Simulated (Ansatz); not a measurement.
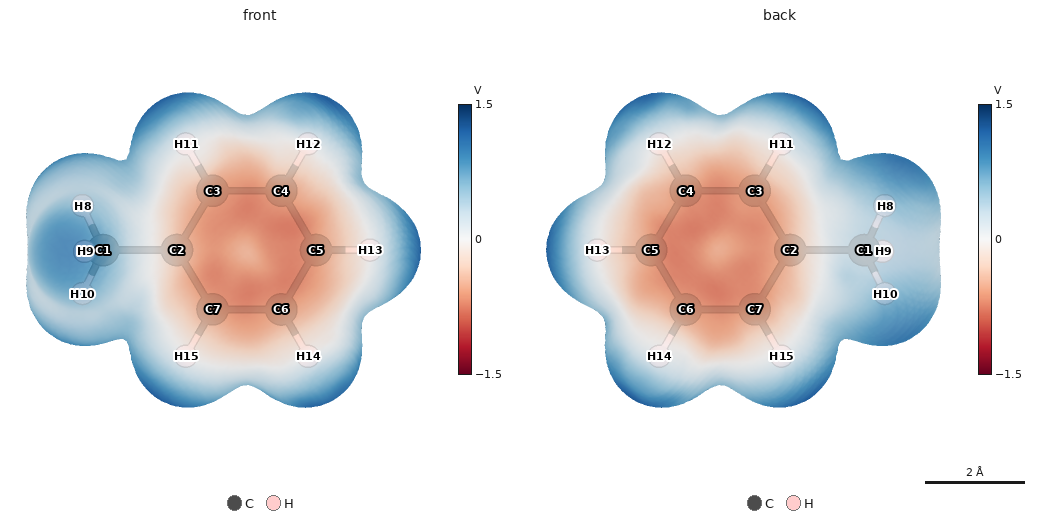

Figure. C7H8 (SMILES Cc1ccccc1). The electrostatic potential painted on the density surface at 0.004 e/bohr³, seen from the front and from behind; red is negative and blue positive.

Geometry: PBE-D3(BJ)/def2-SVP.

Theory: isolated molecule in a Gaussian basis; Kohn-Sham density functional theory, functional PBE0 (Ansatz 0.2.0).

```yaml
atoms:
  - { symbol: C, position_ang: [-1.7672, 0.0752, -0.9336] }
  - { symbol: C, position_ang: [-0.6668, -0.3869, -0.0108] }
  - { symbol: C, position_ang: [0.6776, -0.0359, -0.2523] }
  - { symbol: C, position_ang: [1.6991, -0.4370, 0.6217] }
  - { symbol: C, position_ang: [1.3951, -1.2023, 1.7584] }
  - { symbol: C, position_ang: [0.0622, -1.5631, 2.0103] }
  - { symbol: C, position_ang: [-0.9555, -1.1593, 1.1331] }
  - { symbol: H, position_ang: [-1.4062, 0.1918, -1.9747] }
  - { symbol: H, position_ang: [-2.1660, 1.0627, -0.6150] }
  - { symbol: H, position_ang: [-2.6197, -0.6324, -0.9404] }
  - { symbol: H, position_ang: [0.9262, 0.5612, -1.1445] }
  - { symbol: H, position_ang: [2.7416, -0.1529, 0.4107] }
  - { symbol: H, position_ang: [2.1954, -1.5207, 2.4436] }
  - { symbol: H, position_ang: [-0.1876, -2.1680, 2.8957] }
  - { symbol: H, position_ang: [-1.9986, -1.4506, 1.3367] }
```

> Where is the surface potential most negative and most positive?

The most negative region (about −0.8 V, or −18 kcal/mol for a unit charge) lies over the π face of the C atoms, the most positive (about +1.2 V, or +28 kcal/mol for a unit charge) over the H atoms.

> How polar is the molecule by this calculation?

Its dipole moment is 0.40 D.
